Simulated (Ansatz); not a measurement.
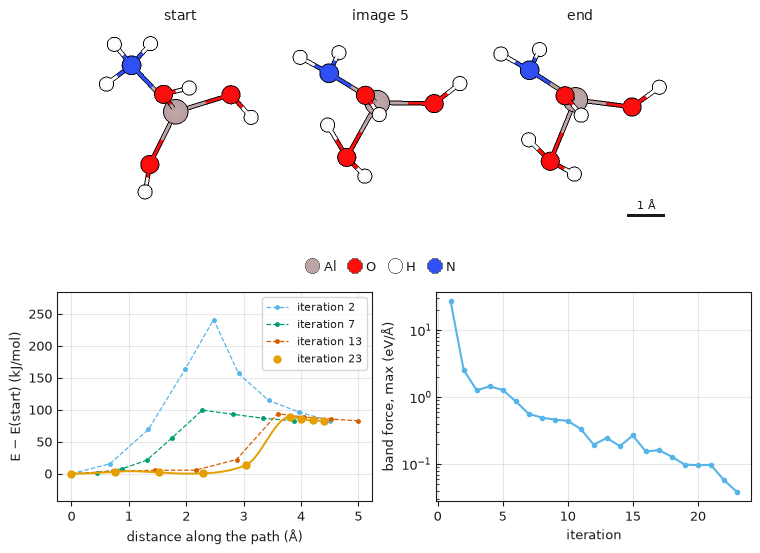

A nudged-elastic-band calculation for AlNH$_{6}$O$_{3}$. Images are numbered from 0 (start) to 8 (end). The plot follows the band through its iterations. A ball-and-stick model, seen from a free direction.

All numbers below come from RKS B3LYP-D4/def2-SVP in Ansatz. Run with 7 movable images; climbing image; force threshold 0.05 eV/Å; iteration limit 41; starting path through a guess of the saddle point.

**How did the profile develop, and is the result final?**

The run is converged, with reservations. The band converged in 23 iterations. The largest component of the band force went from 27 to 0.039 eV/Å. The climbing image converged on the top of the path. Its vibrational analysis gives one imaginary mode (771i cm⁻¹), as a transition state must have. The first iteration put the highest image at 620.9 kJ/mol. The highest point, image 5, lies 89.2 kJ/mol above the start and 6.3 kJ/mol above the end; the end is at +82.8 kJ/mol relative to the start.

Cost: 11 min on 2 threads of Intel(R) Xeon(R) Platinum 8259CL CPU @ 2.50GHz (Skylake/Cascade Lake), with other jobs on the host, peak memory 0.26 GiB.
